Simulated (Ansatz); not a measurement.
System: Ca$_{2}$Sn$_{2}$N.

Input file:

```
crystal:
  lattice:
    - [3.3868747674, 0.0, 0.0]
    - [0.0, 6.7033582396, 0.0]
    - [0.0, 0.0, 5.1611860567]
  atoms:
    - { symbol: Ca, position: [0.0, 0.7613400258, 0.9599037525] }
    - { symbol: Ca, position: [0.0, 0.2386599742, 0.9599037525] }
    - { symbol: Sn, position: [0.5, 0.0, 0.4730295773] }
    - { symbol: Sn, position: [0.5, 0.5, 0.4511519776] }
    - { symbol: "N", position: [0.5, 0.0, 0.8870488202] }
basis:
  ecutwfc: 420
kpoints:
  mp_grid: { grid: [10, 6, 6] }
  band_path:
    path:
      - [[0.0, 0.0, 0.0], [0.5, 0.0, 0.0], [0.5, 0.5, 0.0], [0.0, 0.5, 0.0], [0.0, 0.0, 0.0], [0.0, 0.0, 0.5], [0.5, 0.0, 0.5], [0.5, 0.5, 0.5], [0.0, 0.5, 0.5], [0.0, 0.0, 0.5]]
      - [[0.5, 0.0, 0.0], [0.5, 0.0, 0.5]]
      - [[0.0, 0.5, 0.0], [0.0, 0.5, 0.5]]
      - [[0.5, 0.5, 0.0], [0.5, 0.5, 0.5]]
    npoints: 14
hamiltonian:
  xc: pbe
scf:
  occupations: { method: gaussian, width: 0.1 }
  n_extra_bands: 12
output:
  forces: true
  stress: true
  eigenvalues: true
  populations: true
  dos: { projected: true, de: 0.02, nscf_kmesh: { grid: [12, 8, 8] } }
  bader: true
  write_density: true
  write_potential: true
  elf: true
  volumetric_format: npy
```

Launched as:

```sh
ansatz run input.yaml --threads 1 --pin off --max-ram 2560MiB --backend cpu --events-out ev --progress --plain --runs-dir out
```

Below, planes, directions and counts refer to the conventional cell (a = 3.39 Å, b = 6.70 Å, c = 5.16 Å, α = 90.00°, β = 90.00°, γ = 90.00°).

Space group Pmm2; a generated structure, not necessarily the stable one; computed without spin polarisation.

The calculation used Ansatz 0.2.0, DFT PBE, scalar-relativistic, plane waves, PAW.

Question: Predict the valence pseudo-density and electron localisation function between the atoms.

Answer: Sn–N (2.14 Å): ρ is about 0.62 e/Å³ halfway; the ELF peaks at about 0.75 in the valence shell of N, 0.6 Å from its nucleus, and is about 0.30 at the midpoint.
Bader's partition of the density gives Ca +1.33, Sn −1.10 to +0.13 and N −1.69 e.

Question: How much charge does the calculation move between the atoms?

Answer: Electrons move from Ca towards N. Bader charges: Ca +1.33, Sn −1.10 to +0.13 and N −1.69 e.

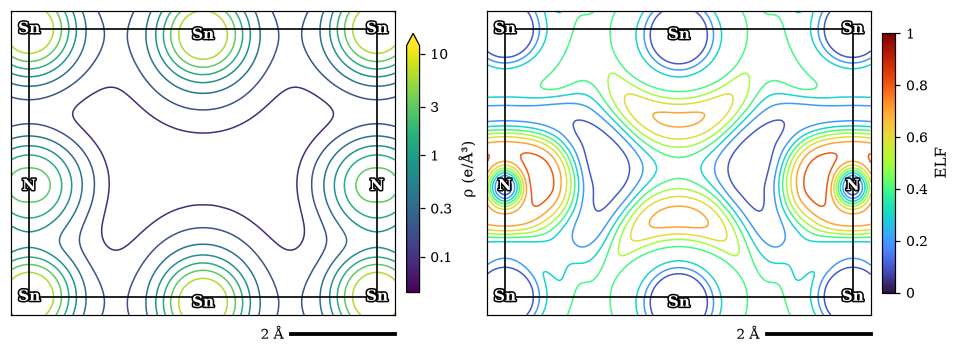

Computed valence pseudo-density and electron localisation function on the (100) plane of the conventional cell, in this order. 

Core electrons are frozen (PAW), and the valence fields are smoothed inside the atomic spheres.
